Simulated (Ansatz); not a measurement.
H₅NSi···H₂O

The calculation's input:

```
crystal:
  periodic: [false, false, false]
  atoms:
    - { symbol: Si, position_ang: [0.0, 0.0, 0.0] }
    - { symbol: "N", position_ang: [0.0, 0.0, 2.17] }
    - { symbol: H, position_ang: [-0.877, -0.2713, 2.7] }
    - { symbol: H, position_ang: [0.877, 0.2713, 2.7] }
    - { symbol: H, position_ang: [1.3768, 0.0, -0.4862] }
    - { symbol: H, position_ang: [-0.6877, 1.1914, -0.4862] }
    - { symbol: H, position_ang: [-0.6877, -1.1914, -0.4862] }
    - { symbol: O, position_ang: [1.0334, -1.5693, 0.6243] }
    - { symbol: H, position_ang: [0.4671, -2.4013, 0.5398] }
    - { symbol: H, position_ang: [0.6708, -1.0187, 1.7475] }
basis:
  gaussian: { orbitals: def2-SVP }
hamiltonian:
  xc: hf
relax:
  f_tol: 0.15
  max_steps: 25
  restrain:
    - { distance: [0, 7], at: 2.88, k: 30.0 }
    - { distance: [9, 1], at: 2.26, k: 30.0 }
    - { distance: [0, 1], at: 1.82, k: 30.0 }
    - { distance: [9, 7], at: 1.01, k: 30.0 }
output:
  orbitals: {}
```

Launched as:

```sh
ansatz run input.yaml --threads 1 --pin off --max-ram 2048MiB --backend cpu --events-out ev --progress --plain --runs-dir out
```

The fields are those of the run's last geometry, not of the input's.

Not at a stationary point (largest force 1.2 eV/Å).

The calculation used Ansatz 0.2.0, RHF/def2-SVP.

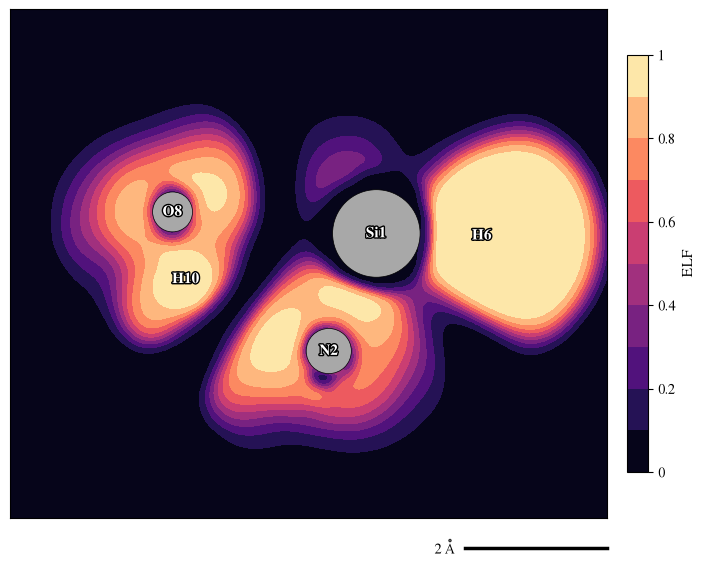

Figure 1. Electron localisation function on the plane of atoms N2, Si1 and H6. Grey discs cover the atomic cores.

Read the bonding off the picture.

Answer. The plane passes through Si, N, H and O nuclei.
Si1···O8 (2.89 Å): the ELF dips to about 0.05 between them.
Si–N (1.79 Å): the ELF peaks at about 0.95 between the atoms (a polar covalent bond).
O–H (0.97 Å): the ELF climbs to about 1 towards the hydrogen, as it does in any bond to H (an ordinary covalent bond to hydrogen).
Si–H (1.49 Å): the ELF climbs to about 1 towards the hydrogen.

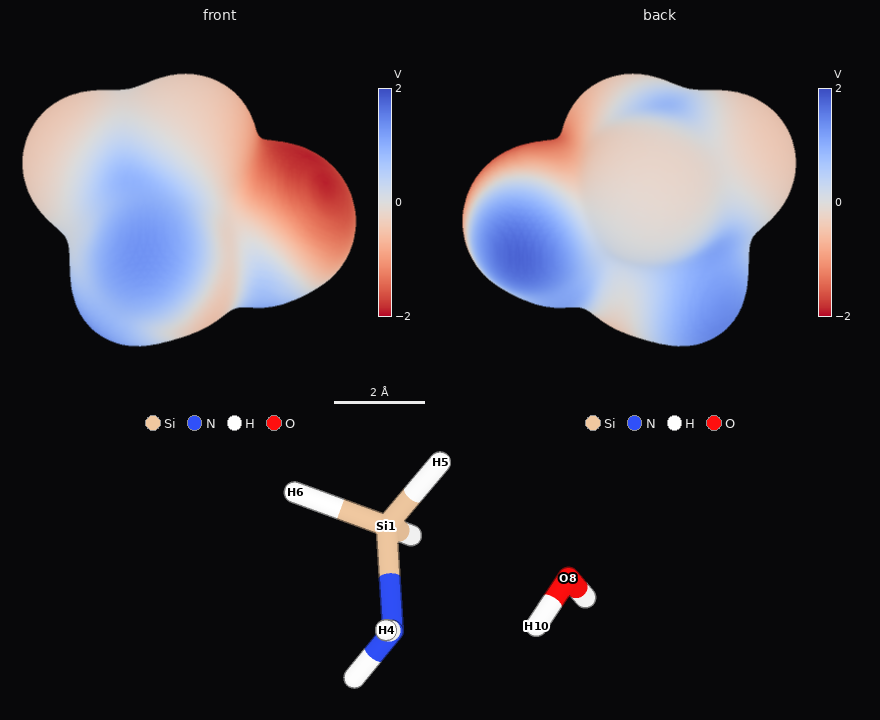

Figure 2. The molecular electrostatic potential painted on the density surface at 0.001 e/bohr³, seen from the front and from behind; red is negative and blue positive. The bare structure is drawn below in the same view.

Where is the surface potential most negative and most positive?

Answer. The most negative region (about −1.9 V) lies over O8, the most positive (about +1.7 V) over H9. O8 is the likeliest acceptor of a hydrogen bond.

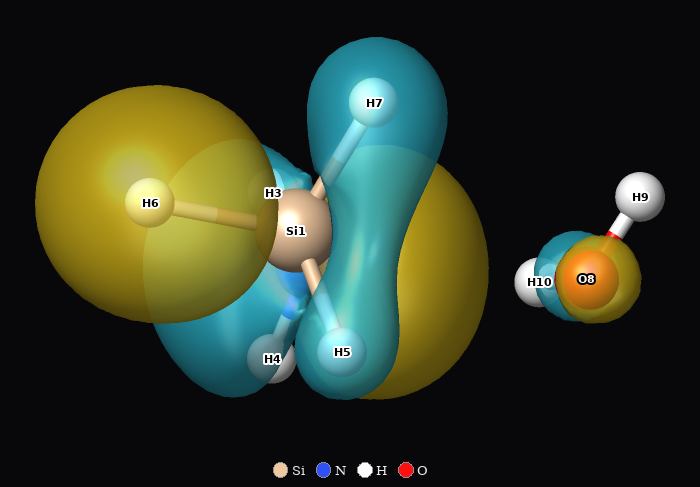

Figure 3. The HOMO at ±0.08 Å⁻³ᐟ² (yellow and cyan are the two phases), seen from one side.

Describe this orbital and give its energy.

Answer. It lies mainly on N2 (about 55 %), Si1 (about 15 %) and H6 (about 15 %). Its energy is −10.99 eV.
